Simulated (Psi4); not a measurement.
**C2H2ClSi− (SMILES C#C[SiH-]Cl) at M06-2X/def2-SVPD**

Aim: the energy change on altering one bond length of C2H2ClSi− at M06-2X/def2-SVPD, from 2 runs. 

Program for the calculation: Psi4 1.11.

2 further runs of the same task are left out: 2 set aside as unsound or not needed.

### 1 Starting point

The species is C2H2ClSi− (6 atoms), meant as a singlet with charge -1. SMILES: `C#C[SiH-]Cl`. Geometry: relaxed at GFN2-xTB.

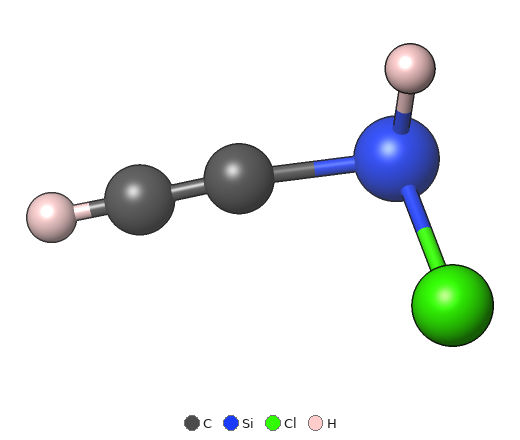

Viewed from a chosen angle; carbon dark grey, silicon blue, chlorine green, hydrogen pink.

### 2 Energy and gradient at M06-2X/def2-SVPD

File input.json:

```json
{
  "schema_name": "qcschema_input",
  "schema_version": 1,
  "molecule": {
    "schema_name": "qcschema_molecule",
    "schema_version": 2,
    "symbols": ["C", "C", "Si", "Cl", "H", "H"],
    "geometry": [1.43373521, 1.02319221, -2.752405, 0.47299845, 0.65324053, -0.71660304, -0.1787114, 0.20293769, 2.715801, -0.97027988, -4.0964916, 2.64416149, 2.15734914, 1.30780386, -4.59348957, -2.91509152, 0.90931731, 2.70253513],
    "molecular_charge": -1,
    "molecular_multiplicity": 1,
    "fix_symmetry": "c1"
  },
  "driver": "gradient",
  "model": {
    "method": "m06-2x",
    "basis": "def2-SVPD"
  },
  "keywords": {
    "puream": true,
    "e_convergence": 1e-09,
    "d_convergence": 1e-08,
    "scf_type": "pk",
    "dft_radial_points": 99,
    "dft_spherical_points": 590
  }
}
```

Launch:

```sh
psi4 --qcschema input.json -n 1 --memory 1600MB
```

stdout:

```text
[...]
                   'protocols': {'error_correction': {'default_policy': True, 'policies': None},
                                 'native_files': 'none',
[...]
  Running in c1 symmetry.
[...]
  Nuclear repulsion =  157.032059116498033
[...]
  Multiplicity = 1
[...]
  Nalpha       = 23
  Nbeta        = 23
[...]
    Number of basis functions: 107
[...]
   @RKS iter   1:  -826.57785557565001   -6.97482e-01   5.06900e-03 DIIS/ADIIS
[...]
   @RKS iter  13:  -826.77320764764318   -1.13687e-13   3.24360e-09 DIIS
[...]
    Orbital Energies [Eh]
    ---------------------
    Doubly Occupied:
       1A   -102.428115     2A    -66.832405     3A    -10.384276
       4A    -10.375498     5A     -9.593564     6A     -7.318730
       7A     -7.315657     8A     -7.315404     9A     -5.366480
      10A     -3.679033    11A     -3.676773    12A     -3.674706
      13A     -0.689566    14A     -0.664560    15A     -0.466760
      16A     -0.399537    17A     -0.255958    18A     -0.230231
      19A     -0.204122    20A     -0.183536    21A     -0.174818
      22A     -0.170994    23A     -0.061869
[...]
  @RKS Final Energy:  -826.77320764764318
   => Energetics <=
    Nuclear Repulsion Energy =            157.0320591164980328
    One-Electron Energy =               -1461.2216466379825306
    Two-Electron Energy =                 506.3309333036730209
    DFT Exchange-Correlation Energy =     -28.9145534298317202
    Empirical Dispersion Energy =           0.0000000000000000
    VV10 Nonlocal Energy =                  0.0000000000000000
    Total Energy =                       -826.7732076476432894
[...]
 Multipole Moments:
 ------------------------------------------------------------------------------------
     Multipole            Electronic (a.u.)      Nuclear  (a.u.)        Total (a.u.)
 ------------------------------------------------------------------------------------
 L = 1.  Multiply by 2.5417464519 to convert [e a0] to [Debye]
 Dipole X            :         -0.0721130            0.1901972            0.1180842
 Dipole Y            :         -3.6970030            3.7592397            0.0622367
 Dipole Z            :          2.1379095           -2.9167685           -0.7788590
 Magnitude           :                                                    0.7902143
[...]
  -Total Gradient:
     Atom            X                  Y                   Z
    ------   -----------------  -----------------  -----------------
       1       -0.005634038156    -0.003572165801     0.020332424255
       2        0.009152850272     0.004868614286    -0.018210190847
       3       -0.006903861009     0.009227336181    -0.016703267776
       4       -0.000590663050    -0.006628619612     0.000885520156
       5       -0.005008771842    -0.002074522945     0.010513516745
       6        0.008986196405    -0.001840831309     0.003277575284
[...]
```

The result, in JSON:

```text
{
 "driver": "gradient",
 "model": {
  "method": "m06-2x",
  "basis": "def2-SVPD"
 },
 "success": true,
 "return_result": [-0.005634038155575491, -0.0035721658010941203, 0.02033242425494685, 0.009152850271995777, 0.004868614286053098, -0.01821019084651712, -0.006903861009378662, 0.009227336181387028, -0.01670326777597085, -0.0005906630499356719, -0.006628619611895863, 0.0008855201562035248, -0.005008771842466078, -0.0020745229448183976, 0.01051351674467059, 0.008986196404906582, -0.0018408313092791763, 0.003277575284137326],
 "properties": {
  "calcinfo_nbasis": 107,
  "calcinfo_nmo": 107,
  "calcinfo_nalpha": 23,
  "calcinfo_nbeta": 23,
  "calcinfo_natom": 6,
  "nuclear_repulsion_energy": 157.03205911649803,
  "return_energy": -826.7732076476432,
  "return_gradient": [-0.005634038155575491, -0.0035721658010941203, 0.02033242425494685, 0.009152850271995777, 0.004868614286053098, -0.01821019084651712, -0.006903861009378662, 0.009227336181387028, -0.01670326777597085, -0.0005906630499356719, -0.006628619611895863, 0.0008855201562035248, -0.005008771842466078, -0.0020745229448183976, 0.01051351674467059, 0.008986196404906582, -0.0018408313092791763, 0.003277575284137326],
  "scf_one_electron_energy": -1461.2216466379825,
  "scf_two_electron_energy": 506.330933303673,
  "scf_xc_energy": -28.91455342983172,
  "scf_dipole_moment": [0.11808418456282221, 0.06223670474476828, -0.7788589966458752],
  "scf_total_energy": -826.7732076476432,
  "scf_total_gradient": [-0.005634038155575491, -0.0035721658010941203, 0.02033242425494685, 0.009152850271995777, 0.004868614286053098, -0.01821019084651712, -0.006903861009378662, 0.009227336181387028, -0.01670326777597085, -0.0005906630499356719, -0.006628619611895863, 0.0008855201562035248, -0.005008771842466078, -0.0020745229448183976, 0.01051351674467059, 0.008986196404906582, -0.0018408313092791763, 0.003277575284137326],
  "scf_iterations": 13
 }
}
```

Wall time 32 s (1 thread of Intel Xeon Gold 6455B (Sapphire Rapids), shared host); peak memory 0.62 GiB.

### 3 The distorted shape: a single-point energy at M06-2X/def2-SVPD

File c2h2clsi.xyz:

```xyz
6
C2H2ClSi
C      0.834960     0.570816    -1.618106
C      0.250300     0.345680    -0.379210
Si    -0.094570     0.107390     1.437140
Cl    -0.513450    -2.167770     1.399230
H      1.217880     0.721426    -2.592366
H     -1.542600     0.481190     1.430120
```

File run.py:

```python
import psi4

psi4.set_memory('1600 MB')
psi4.set_num_threads(1)
psi4.set_output_file('output.dat', False)

with open('c2h2clsi.xyz') as f:
    atoms = ''.join(f.readlines()[2:])
m = psi4.geometry('-1 1\n' + atoms + 'symmetry c1')

psi4.set_options({
    'basis': 'def2-SVPD',
    'reference': 'rks',
    'puream': True,
    'e_convergence': 1e-09,
    'd_convergence': 1e-08,
    'scf_type': 'pk',
    'dft_radial_points': 99,
    'dft_spherical_points': 590,
})

E, wfn = psi4.energy('m06-2x', molecule=m, return_wfn=True)
psi4.oeprop(wfn, 'MAYER_INDICES', 'WIBERG_LOWDIN_INDICES', 'DIPOLE')
print(f'total energy {E:.8f} hartree = {E * 27.211386:.5f} eV')
```

Launch:

```sh
python run.py
```

output.dat:

```text
[...]
  Running in c1 symmetry.
[...]
  Nuclear repulsion =  153.413863601776882
[...]
  Multiplicity = 1
[...]
  Nalpha       = 23
  Nbeta        = 23
[...]
    Number of basis functions: 107
[...]
   @RKS iter   1:  -826.58510304015044   -9.04365e-01   4.24575e-03 ADIIS/DIIS
[...]
   @RKS iter  13:  -826.73615963343639   -7.95808e-12   6.03774e-09 DIIS
[...]
    Orbital Energies [Eh]
    ---------------------
    Doubly Occupied:
       1A   -102.432815     2A    -66.842252     3A    -10.422317
       4A    -10.421267     5A     -9.598276     6A     -7.323470
       7A     -7.320332     8A     -7.320076     9A     -5.376050
      10A     -3.688443    11A     -3.686406    12A     -3.684303
      13A     -0.693624    14A     -0.626341    15A     -0.479842
      16A     -0.394787    17A     -0.262000    18A     -0.231728
      19A     -0.198928    20A     -0.179910    21A     -0.163518
      22A     -0.152631    23A     -0.066426
[...]
  @RKS Final Energy:  -826.73615963343639
   => Energetics <=
    Nuclear Repulsion Energy =            153.4138636017768818
    One-Electron Energy =               -1453.7597201345331541
    Two-Electron Energy =                 502.4595543841576841
    DFT Exchange-Correlation Energy =     -28.8498574848379050
    Empirical Dispersion Energy =           0.0000000000000000
    VV10 Nonlocal Energy =                  0.0000000000000000
    Total Energy =                       -826.7361596334365004
[...]
 Multipole Moments:
 ------------------------------------------------------------------------------------
     Multipole            Electronic (a.u.)      Nuclear  (a.u.)        Total (a.u.)
 ------------------------------------------------------------------------------------
 L = 1.  Multiply by 2.5417464519 to convert [e a0] to [Debye]
 Dipole X            :         -0.2094885            0.2507464            0.0412579
 Dipole Y            :         -3.7854636            3.7825559           -0.0029077
 Dipole Z            :          2.5341856           -3.0450731           -0.5108875
 Magnitude           :                                                    0.5125590
[...]
```

On the terminal:

```text
Memory set to   1.490 GiB by Python driver.
  Threads set to 1 by Python driver.
total energy -826.73615963 hartree = -22496.63676 eV
```

It took 26 s on 1 thread of Intel Xeon Gold 6455B (Sapphire Rapids), shared host; peak memory 0.61 GiB.

### 4 Results

At M06-2X/def2-SVPD:

| quantity | value |
| --- | --- |
| first shape: total energy | -826.77321 Eh |
| first shape: HOMO energy | -1.68 eV |
| first shape: LUMO energy | 4.45 eV |
| first shape: HOMO–LUMO gap (to an unbound level, set by the basis) | 6.14 eV |
| first shape: largest force on an atom | 1.100 eV/Å |
| distorted shape: total energy | -826.73616 Eh |
| distorted shape: HOMO energy | -1.81 eV |
| distorted shape: LUMO energy | 4.01 eV |
| distorted shape: HOMO–LUMO gap (to an unbound level, set by the basis) | 5.82 eV |
| energy change with the C1–C2 bond stretched from 1.207 to 1.388 Å | 1.008 eV |

In words: With the C1–C2 bond stretched from 1.207 to 1.388 Å the energy rises by 1.01 eV (97 kJ/mol). The first shape isn't relaxed at this level, so the change isn't measured from a minimum. The largest force (first shape) is 1.10 eV/Å: the shape isn't a stationary point for this species at this level.
